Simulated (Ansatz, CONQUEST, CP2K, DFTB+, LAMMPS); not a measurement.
## CP2K on amorphous carbon (100 atoms): settings against a plane-wave reference

How do the settings of CP2K change the result for amorphous carbon (100 atoms)? A plane-wave run serves as the yardstick.

Main program and level: CP2K 2026.2; the method is named at each step.

## Step 1: Starting point

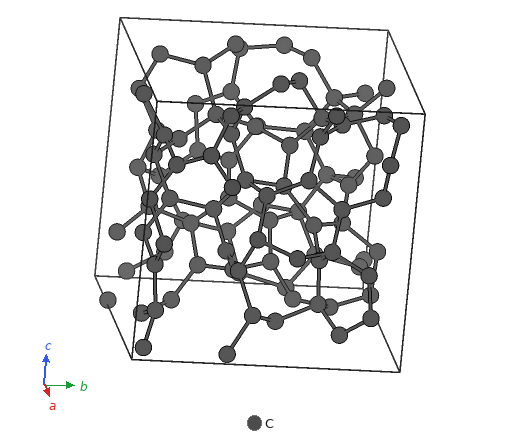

The cell as given, slightly off an axis (carbon dark grey). Bonds to atoms that aren't drawn are left out. Some periodic images of atoms are drawn too.

The cell holds 100 atoms: 100 C. Its edges and angles: a = 8.808 Å, b = 8.808 Å, c = 8.808 Å, α = 90.0°, β = 90.0°, γ = 90.0°. 100 atoms (100 C) placed at random at 2.92 g/cm³, melted at 6000 K for 10 ps at fixed volume with the Tersoff potential (Tersoff, Phys. Rev. B 39, 5566 (1989)). Quenched from 6000 K to 300 K at 100 K/ps and fixed volume, held 5 ps, then minimised at fixed cell.

The yardstick, on the same geometry:

* method: Kohn-Sham DFT, PBE, PAW, plane waves (Ansatz 0.2.0); cutoff 420 eV, Γ point, fermi-dirac smearing of 0.05 eV; PAW set soft_2
* r.m.s. force component: 1.236 eV/Å
* longest force: 3.782 eV/Å
* pressure: 4.033 GPa
* SCF cycles: 9
* time: 5.5 s on 4 threads of Intel Xeon Platinum 8559C (Emerald Rapids), shared host
* CPU time: 19 s

## Step 2: PBE, DZVP-MOLOPT-SR, 450/50 Ry, diagonalisation

Method: Kohn-Sham DFT, PBE, GTH-PBE pseudopotentials, Gaussian and plane waves, DZVP-MOLOPT-SR-GTH, diagonalisation.

input.inp reads:

```
&GLOBAL
  PROJECT cell
  RUN_TYPE ENERGY_FORCE
  PRINT_LEVEL LOW
&END GLOBAL
&FORCE_EVAL
  METHOD QS
  STRESS_TENSOR ANALYTICAL
  &DFT
    BASIS_SET_FILE_NAME BASIS_MOLOPT
    POTENTIAL_FILE_NAME GTH_POTENTIALS
    &MGRID
      CUTOFF 450
      REL_CUTOFF 50
    &END MGRID
    &QS
      EPS_DEFAULT 1.0E-12
    &END QS
    &SCF
      SCF_GUESS ATOMIC
      EPS_SCF 1.0E-06
      MAX_SCF 200
      ADDED_MOS 45
      &DIAGONALIZATION
        ALGORITHM STANDARD
      &END DIAGONALIZATION
      &SMEAR ON
        METHOD FERMI_DIRAC
        ELECTRONIC_TEMPERATURE [K] 580
      &END SMEAR
      &MIXING
        METHOD BROYDEN_MIXING
        ALPHA 0.15
        NBROYDEN 8
      &END MIXING
      &PRINT
        &RESTART OFF
        &END RESTART
      &END PRINT
    &END SCF
    &XC
      &XC_FUNCTIONAL PBE
      &END XC_FUNCTIONAL
    &END XC
    &PRINT
      &MULLIKEN ON
      &END MULLIKEN
      &HIRSHFELD ON
        SHAPE_FUNCTION DENSITY
      &END HIRSHFELD
      &MO ON
        EIGENVALUES T
        OCCUPATION_NUMBERS T
        MO_INDEX_RANGE 189 212
        &EACH
          QS_SCF 0
        &END EACH
        ADD_LAST NUMERIC
      &END MO
    &END PRINT
  &END DFT
  &SUBSYS
    &CELL
      A 8.80770 0.00000 0.00000
      B 0.00000 8.80770 0.00000
      C 0.00000 0.00000 8.80770
    &END CELL
    &COORD
      SCALED
      C 0.66621 0.75259 0.83755
      C 0.86239 0.74927 0.57293
      C 0.08242 0.42560 0.76141
      C 0.87460 0.78303 0.09268
      C 0.03390 0.19775 0.40852
      C 0.48233 0.56666 0.23955
      C 0.05992 0.10607 0.04344
      C 0.59827 0.69401 0.42438
      C 0.42351 0.92528 0.64719
      C 0.85834 0.93951 0.90667
      C 0.46605 0.59830 0.68586
      C 0.44529 0.30332 0.20210
      C 0.17654 0.42632 0.52589
      C 0.86967 0.24331 0.75930
      C 0.45091 0.21669 0.06459
      C 0.85960 0.45606 0.14766
      C 0.50414 0.70160 0.80874
      C 0.58836 0.78520 0.10884
      C 0.76131 0.10963 0.11930
      C 0.76218 0.09137 0.29602
      C 0.67286 0.38153 0.89076
      C 0.88743 0.09730 0.41560
      C 0.25519 0.49093 0.11926
      C 0.11853 0.91759 0.79070
      C 0.61718 0.31311 0.47530
      C 0.57080 0.15471 0.49280
      C 0.73468 0.71585 0.16354
      C 0.77203 0.13442 0.68709
      C 0.74757 0.56092 0.09436
      C 0.19618 0.51589 0.66873
      C 0.23735 0.69233 0.36022
      C 0.30760 0.41736 0.42296
      C 0.29204 0.66418 0.08224
      C 0.58043 0.35786 0.75541
      C 0.83831 0.62010 0.67103
      C 0.58765 0.08840 0.05078
      C 0.88820 0.72443 0.41488
      C 0.22391 0.40137 0.98964
      C 0.83884 0.03509 0.57120
      C 0.09898 0.97681 0.14254
      C 0.51250 0.60298 0.95102
      C 0.19511 0.69320 0.94216
      C 0.57040 0.57410 0.56108
      C 0.06992 0.44302 0.92594
      C 0.29027 0.12776 0.37013
      C 0.70198 0.89897 0.89260
      C 0.26125 0.93558 0.16611
      C 0.55282 0.93820 0.15022
      C 0.61466 0.06102 0.37027
      C 0.39690 0.83907 0.79633
      C 0.37025 0.20064 0.66094
      C 0.33584 0.28116 0.32710
      C 0.55372 0.41812 0.22528
      C 0.32612 0.27049 0.93440
      C 0.98292 0.87608 0.19696
      C 0.91550 0.68670 0.94951
[... 40 atom lines left out ...]
      C 0.93801 0.36266 0.01832
      C 0.58816 0.01724 0.89669
      C 0.82090 0.31014 0.90055
      C 0.31363 0.00484 0.00810
    &END COORD
    &KIND C
      BASIS_SET DZVP-MOLOPT-SR-GTH-q4
      POTENTIAL GTH-PBE-q4
    &END KIND
  &END SUBSYS
  &PRINT
    &FORCES ON
    &END FORCES
    &STRESS_TENSOR ON
    &END STRESS_TENSOR
  &END PRINT
&END FORCE_EVAL
```

Command:

```console
OMP_NUM_THREADS=1 mpirun -np 4 cp2k.psmp -i input.inp > output.txt
```

Numbers of over 12 decimals in the logs are rounded to 6 here.

The log of the run:

```text
CP2K| version string:                                       CP2K version 2026.2
 CP2K| Input file name                                                 input.inp
 GLOBAL| Basis set file name                                        BASIS_MOLOPT
 GLOBAL| Potential file name                                      GTH_POTENTIALS
 GLOBAL| Run type                                                   ENERGY_FORCE
 GLOBAL| Total number of message passing processes                             4
 GLOBAL| Number of threads for this process                                    1
 TOTAL NUMBERS AND MAXIMUM NUMBERS
  Total number of            - Atomic kinds:                                   1
                             - Atoms:                                        100
                             - Shell sets:                                   100
                             - Shells:                                       500
                             - Primitive Cartesian functions:                500
                             - Cartesian basis functions:                   1400
                             - Spherical basis functions:                   1300
  Maximum angular momentum of- Orbital basis functions:                        2
                             - Local part of the GTH pseudopotential:          2
                             - Non-local part of the GTH pseudopotential:      0
 SCF PARAMETERS         Density guess:                                    ATOMIC
                        max_scf:                                             200
                        eps_scf:                                        1.00E-06
                        added MOs                                        45    0
                        Mixing method:                            BROYDEN_MIXING
                                                charge density mixing in g-space
                        Smear method:                                FERMI_DIRAC
                        Electronic temperature [K]:                        580.0
                        Electronic temperature [a.u.]:                  1.84E-03
                        Accuracy threshold:                             1.00E-10
 Extrapolation method: initial_guess
 Number of electrons:                                                        400
 Number of occupied orbitals:                                                200
 Number of molecular orbitals:                                               245
 Number of orbital functions:                                               1300
 Number of independent orbital functions:                                   1300
 SCF WAVEFUNCTION OPTIMIZATION
  Step     Update method      Time    Convergence         Total energy    Change
     1 NoMix/Diag. 0.15E+00    3.5     0.92939386      -567.4875703500 -5.67E+02
     2 Broy./Diag. 0.15E+00    6.8     0.13848300      -548.3560722940  1.91E+01
     3 Broy./Diag. 0.15E+00    7.0     0.10955209      -555.5136589912 -7.16E+00
     4 Broy./Diag. 0.15E+00    7.1     0.07779831      -562.9239276044 -7.41E+00
[...]
18 Broy./Diag. 0.15E+00    6.6     0.00000223      -565.7576780594  1.16E-05
    19 Broy./Diag. 0.15E+00    6.3     0.00000084      -565.7576684540  9.61E-06
  *** SCF run converged in    19 steps ***
  Electronic density on regular grids:       -399.9999999999        0.0000000001
  Core density on regular grids:              399.9999999997       -0.0000000003
  Total charge density on r-space grids:       -0.0000000002
  Total charge density g-space grids:          -0.0000000002
  Overlap energy of the core charge distribution:               7.27574e-06
  Self energy of the core charge distribution:              -1333.500793
  Core Hamiltonian energy:                                    416.273274
  Hartree energy:                                             526.112154
  Exchange-correlation energy:                               -174.633243
  Electronic entropic energy:                                  -0.00906821
  Fermi energy:                                                 0.334014
  Total energy:                                              -565.757668
  Total energy (extrapolated to T->0):                       -565.753134
 MO| EIGENVALUES AND OCCUPATION NUMBERS
 MO|
 MO|  Index      Eigenvalue [a.u.]        Eigenvalue [eV]             Occupation
 MO|    189               0.293916               7.997874               2.000000
 MO|    190               0.299934               8.161607               2.000000
 MO|    191               0.305308               8.307841               2.000000
[...]
MO|    211               0.371195              10.100719               0.000000
 MO|    212               0.374866              10.200609               0.000000
 MO| Sum:                                                             400.000000
 MO| E(Fermi):            0.334014 a.u.          9.088992 eV
 !-----------------------------------------------------------------------------!
                     Mulliken Population Analysis
 #  Atom  Element  Kind  Atomic population                           Net charge
       1     C        1          3.919720                              0.080280
       2     C        1          3.932923                              0.067077
       3     C        1          3.920401                              0.079599
[...]
99     C        1          3.987476                              0.012524
     100     C        1          3.955453                              0.044547
 # Total charge                            400.000000                  0.000000
 !-----------------------------------------------------------------------------!
 !-----------------------------------------------------------------------------!
                           Hirshfeld Charges
  #Atom  Element  Kind  Ref Charge     Population                    Net charge
      1       C      1       4.000          3.976                         0.024
      2       C      1       4.000          4.005                        -0.005
      3       C      1       4.000          4.004                        -0.004
[...]
99       C      1       4.000          4.007                        -0.007
    100       C      1       4.000          3.979                         0.021
  Total Charge                                                           -0.000
 !-----------------------------------------------------------------------------!
 ENERGY| Total FORCE_EVAL ( QS ) energy [hartree]           -565.757681
 FORCES| Atomic forces [hartree/bohr]
 FORCES|   Atom     x               y               z               |f|
 FORCES|      1  4.60765043E-03  4.81292810E-02 -1.18606820E-02   4.97828676E-02
 FORCES|      2  1.95355134E-02 -2.05925539E-02  6.51793748E-02   7.10917749E-02
 FORCES|      3 -2.93848240E-02 -1.69401600E-02 -2.35292367E-02   4.12802844E-02
[...]
FORCES|     99 -2.20128286E-02  2.11576783E-02  1.10114052E-02   3.24570951E-02
 FORCES|    100  2.84692708E-02  1.57523561E-02  1.39815762E-02   3.54135649E-02
 FORCES| Sum    -1.40259059E-04  1.48355521E-04  2.42397149E-04
 FORCES| Total atomic force                                       3.16920088E-04
 STRESS| Analytical stress tensor [bar]
 STRESS|                        x                   y                   z
 STRESS|      x        7.14195099662E+04  -6.20695184561E+04   2.72579289435E+04
 STRESS|      y       -6.20695184561E+04   5.37973117631E+04   1.21182843384E+05
 STRESS|      z        2.72579289435E+04   1.21182843384E+05   2.33436910715E+04
 STRESS| 1/3 Trace                                             4.95201709336E+04
```

Elapsed: 2.4 min, on 4 MPI ranks of Intel Xeon Platinum 8559C (Emerald Rapids), shared host; peak memory 2.3 GiB.

Banners, paths, timers and routine set-up lines are dropped from the logs unmarked, and long logs keep their key lines alone; longer cuts are marked.

Compared with the plane-wave run:

| Property | Result |
| --- | --- |
| r.m.s. force component | 1.252 eV/Å |
| r.m.s. difference of force components | 27.06 meV/Å |
| longest difference of force vectors | 91.68 meV/Å |
| force difference over r.m.s. force | 2.189 % |
| slope of forces against the reference's | 1.013 |
| correlation of force components | 0.9998 |
| pressure | 4.952 GPa |
| pressure difference | 0.9188 GPa |

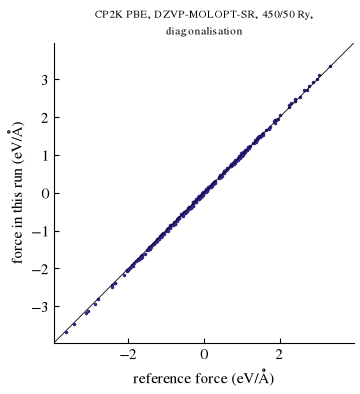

Force components against those of the reference; the line marks equality.

The surroundings of C18, whose charge lies farthest from its element's mean, nearest first, numbered as they follow in the input and with coordinates relative to it.

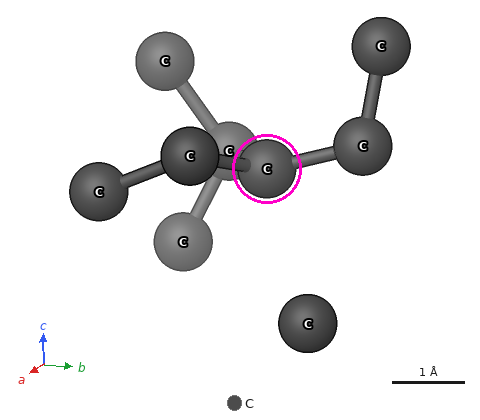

The atoms of the table, within 2.4 Å (arrows a, b, c point along x, y, z); some may hide others; the central atom is ringed.

| atom | x | y | z | distance (Å) | bonds | Hirshfeld charge (e) | Fx | Fy | Fz (eV/Å) |
| --- | --- | --- | --- | --- | --- | --- | --- | --- | --- |
| C18 | 0.00 | 0.00 | 0.00 | 0.00 | 3 | 0.04 | -1.22 | 1.00 | 0.26 |
| C48 | -0.31 | 1.35 | 0.36 | 1.43 | 3 | 0.03 | 1.49 | 0.94 | -2.94 |
| C27 | 1.29 | -0.61 | 0.48 | 1.51 | 4 | -0.01 | -0.07 | -0.30 | 0.16 |
| C86 | -1.10 | -1.05 | -0.13 | 1.53 | 4 | 0.00 | 0.27 | -0.51 | 1.92 |
| C41 | -0.67 | -1.60 | -1.39 | 2.23 | 3 | -0.01 | 0.28 | -0.51 | -0.02 |
| C46 | 1.00 | 1.00 | -1.90 | 2.37 | 3 | -0.03 | 0.03 | -1.75 | -2.48 |
| C92 | -0.70 | 1.50 | 1.73 | 2.40 | 4 | -0.03 | -0.16 | -1.19 | -0.39 |
| C29 | 1.40 | -1.98 | -0.13 | 2.43 | 3 | 0.01 | 0.23 | -2.80 | 1.32 |
| C6 | -0.93 | -1.92 | 1.15 | 2.43 | 3 | 0.02 | -2.44 | -1.30 | 1.22 |

Forces lie 2.2 % from the reference's, at 31 times its CPU time.

## Step 3: PBE, DZVP-MOLOPT-SR, 450/70 Ry, diagonalisation

Method: Kohn-Sham DFT, PBE, GTH-PBE pseudopotentials, Gaussian and plane waves, DZVP-MOLOPT-SR-GTH, diagonalisation.

Changes to input.inp since step 2:

```diff
@@ -13,3 +13,3 @@
       CUTOFF 450
-      REL_CUTOFF 50
+      REL_CUTOFF 70
     &END MGRID
@@ -67,6 +67,6 @@
     &END CELL
-    &COORD
-      SCALED
-[... 100 atom lines left out: the same atoms as in the first run ...]
-    &END COORD
+    &TOPOLOGY
+      COORD_FILE_NAME structure.xyz
+      COORD_FILE_FORMAT XYZ
+    &END TOPOLOGY
     &KIND C
```

structure.xyz reads:

```xyz
100

C 5.86778 6.62859 7.37689
C 7.59567 6.59935 5.04620
C 0.72593 3.74856 6.70627
C 7.70321 6.89669 0.81630
C 0.29858 1.74172 3.59812
C 4.24822 4.99097 2.10988
C 0.52776 0.93423 0.38261
C 5.26938 6.11263 3.73781
C 3.73015 8.14959 5.70026
C 7.56000 8.27492 7.98568
C 4.10483 5.26965 6.04085
C 3.92198 2.67155 1.78004
C 1.55491 3.75490 4.63188
C 7.65979 2.14300 6.68769
C 3.97148 1.90854 0.56889
C 7.57110 4.01684 1.30054
C 4.44031 6.17948 7.12314
C 5.18210 6.91581 0.95863
C 6.70539 0.96559 1.05076
C 6.71305 0.80476 2.60726
[... 76 atom lines left out ...]
C 8.26171 3.19420 0.16136
C 5.18034 0.15184 7.89778
C 7.23024 2.73162 7.93177
C 2.76236 0.04263 0.07134
```

The log of the run:

```text
CP2K| version string:                                       CP2K version 2026.2
 CP2K| Input file name                                                 input.inp
 GLOBAL| Basis set file name                                        BASIS_MOLOPT
 GLOBAL| Potential file name                                      GTH_POTENTIALS
 GLOBAL| Run type                                                   ENERGY_FORCE
 GLOBAL| Total number of message passing processes                             4
 GLOBAL| Number of threads for this process                                    1
[... lines left out ...]
                        Smear method:                                FERMI_DIRAC
[... lines left out ...]
 Number of electrons:                                                        400
[... lines left out ...]
  Step     Update method      Time    Convergence         Total energy    Change
[... lines left out ...]
  *** SCF run converged in    19 steps ***
[... lines left out ...]
  Fermi energy:                                                 0.334014
  Total energy:                                              -565.757669
  Total energy (extrapolated to T->0):                       -565.753135
[... lines left out ...]
 MO| E(Fermi):            0.334014 a.u.          9.088991 eV
[... lines left out ...]
    100       C      1       4.000          3.979                         0.021
  Total Charge                                                           -0.000
 !-----------------------------------------------------------------------------!
 ENERGY| Total FORCE_EVAL ( QS ) energy [hartree]           -565.757681
 FORCES| Atomic forces [hartree/bohr]
 FORCES|   Atom     x               y               z               |f|
 FORCES|      1  4.60465436E-03  4.81269675E-02 -1.18626874E-02   4.97808316E-02
 FORCES|      2  1.95354400E-02 -2.05982097E-02  6.51752030E-02   7.10895685E-02
 FORCES|      3 -2.93861694E-02 -1.69413933E-02 -2.35285433E-02   4.12813530E-02
[...]
FORCES|     99 -2.20136063E-02  2.11590671E-02  1.10167338E-02   3.24603359E-02
 FORCES|    100  2.84681273E-02  1.57510078E-02  1.39843829E-02   3.54131541E-02
 FORCES| Sum    -1.40298508E-04  1.48368469E-04  2.42378230E-04
 FORCES| Total atomic force                                       3.16929141E-04
 STRESS| Analytical stress tensor [bar]
 STRESS|                        x                   y                   z
 STRESS|      x        7.14183182954E+04  -6.20709951589E+04   2.72581928048E+04
 STRESS|      y       -6.20709951589E+04   5.37995305045E+04   1.21183449861E+05
 STRESS|      z        2.72581928048E+04   1.21183449861E+05   2.33426791743E+04
 STRESS| 1/3 Trace                                             4.95201759914E+04
```

Elapsed: 4 min, on 4 MPI ranks; peak memory 2.4 GiB.

Against the reference:

* r.m.s. force component: 1.252 eV/Å
* r.m.s. difference of force components: 27.05 meV/Å
* longest difference of force vectors: 91.58 meV/Å
* force difference over r.m.s. force: 2.188 %
* slope of forces against the reference's: 1.013
* correlation of force components: 0.9998
* pressure: 4.952 GPa
* pressure difference: 0.9188 GPa
* energy less the same-level run's: 0 meV/atom
* r.m.s. force difference from the same-level run: 0.123 meV/Å

Against the first run (2.2 %), the force difference from the reference is 2.2 %, at 1.7 times the CPU time: the change moves forces by 0.12 meV/Å r.m.s., so most of the difference comes from elsewhere.

## Step 4: All runs compared

Differences are against the plane-wave reference, forces as r.m.s. over components; share is that over the reference's r.m.s. force, slope the least-squares factor from reference forces to these. Total energies of different programs have different zeros and aren't compared.

| run | Δ force, r.m.s. (meV/Å) | share (%) | slope | Δ pressure (GPa) | cores | CPU time | memory (GiB) |
| --- | --- | --- | --- | --- | --- | --- | --- |
| reference | - | - | - | - | 4 | 19 s | 0.97 |
| CP2K PBE, DZVP-MOLOPT-SR, 450/50 Ry, diagonalisation | 27.1 | 2.19 | 1.013 | 0.919 | 4 | 9.7 min | 2.3 |
| CP2K PBE, DZVP-MOLOPT-SR, 450/70 Ry, diagonalisation | 27.1 | 2.19 | 1.013 | 0.919 | 4 | 16 min | 2.4 |

CPU time is summed over cores on a shared host, where runs went side by side, so it is rough. Symmetry, cutoffs, thresholds, outputs and thread counts weren't matched or tuned between programs; memory under MPI is the largest rank's times the ranks.

Within one program, basis, potentials and functional, energies share a zero. Each run against its twin at the usual cutoff or grid and solver:

| run | twin | Δ energy (meV/atom) | Δ force, r.m.s. (meV/Å) | CPU time over the twin's |
| --- | --- | --- | --- | --- |
| CP2K PBE, DZVP-MOLOPT-SR, 450/70 Ry, diagonalisation | DZVP-MOLOPT-SR, 450/50 Ry, diagonalisation | 0 | 0.123 | 1.7 |

## Step 5: Outcome

```yaml
nearest_in_forces: a tie at 2.2 % of 2 runs: CP2K PBE, DZVP-MOLOPT-SR, 450/50 Ry, diagonalisation; CP2K PBE, DZVP-MOLOPT-SR, 450/70 Ry, diagonalisation
```

The PBE runs in local orbitals differ by 2.2 % in each run; basis, grid and potentials can all enter. None of the electronic-structure runs in the table takes under half the reference's CPU time of 19 s; they take 31 to 52 times as much. The quench rate of 100 K/ps is many orders above laboratory rates, so the cell is likely richer in defects and strain than a real sample. The network of bonds at the start is that of the classical potential that made the cell, and needn't be the one that DFT or experiment would give. The reference's stress is far from hydrostatic: its diagonal is 6.2, 4.6, 1.4 GPa, compression counted positive. The reference's pressure of 4.0 GPa belongs to a cell and atoms that aren't relaxed at this level. The electronic-structure runs sample only Γ, in a cell whose shortest periodic width is 9 Å, which is coarse for a cell with partly filled levels.

[Also dropped from logs without a mark: logging warnings of Python, and SIESTA's first energy breakdown and zero terms.]

[Logs are printed without paths, hosts, clocks, repeated set-up lines and the standing remarks that a program may print on its own settings, such as how far it seeks lower states.]

[Hosts, paths, dates, database ids (printed as entryN), source tags and the programs' standing remarks are cut or masked in the printed files.]
